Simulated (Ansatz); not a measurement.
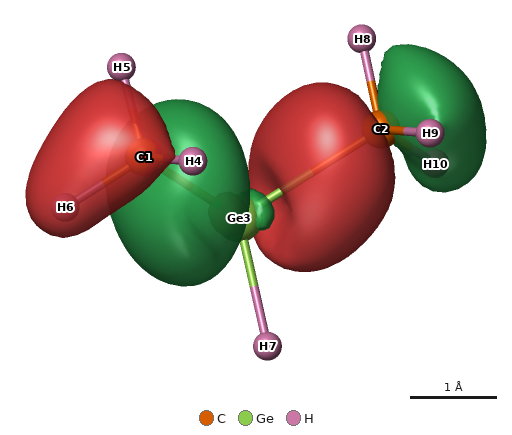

C2H7Ge (doublet). The HOMO (β) at ±0.15 Å⁻³ᐟ² (green and red are the two phases), seen at a tilt.

Geometry: PBE0-D3(BJ)/def2-SVP.

The calculation used Ansatz, isolated molecule in a Gaussian basis; Kohn-Sham density functional theory, functional PBE0.

```
atom    x (Å)    y (Å)    z (Å)
   C  -2.3140  -1.3925  -0.6916
   C  -0.0785   0.3287  -2.2579
  Ge  -0.8643  -1.4543  -2.0145
   H  -1.9222  -1.0300   0.2729
   H  -3.1091  -0.7095  -1.0240
   H  -2.7483  -2.3906  -0.5397
   H   0.2302  -2.4567  -1.5540
   H  -0.8389   1.0387  -2.6140
   H   0.3187   0.6945  -1.2969
   H   0.7433   0.2982  -2.9870
```

Describe this orbital and give its energy.

Answer. It lies mainly on Ge3 (about 25 %), C1 (about 25 %) and C2 (about 25 %). Its energy is −8.44 eV.
